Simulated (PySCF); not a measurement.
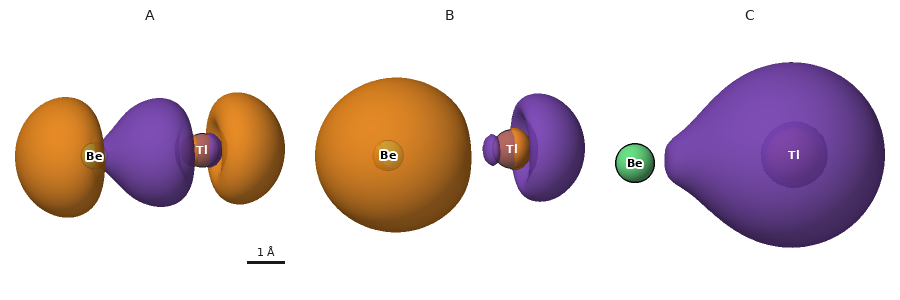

The picture shows: BeTl (charge +1). Three frontier orbitals, each drawn at the value that holds 80 % of its norm (orange and purple are the two phases), in no order; of a degenerate pair one member is drawn.

Core potentials replace the inner electrons of Tl.

Computed with PySCF 2.14.0, PBE0/aug-cc-pVDZ(-PP), non-relativistic Hamiltonian with scalar-relativistic core potentials where named, at a bond length of 3.076 Å.

**Name the orbitals and rank them from lowest to highest energy.**

Orbital C: σ, occupied, −16.33 eV; mainly on Tl (95 %).
Orbital B: σ, occupied, −11.50 eV; mainly on Be (80 %).
Orbital A: σ, empty, −7.18 eV; shared between the atoms (Be 55 %, Tl 45 %).
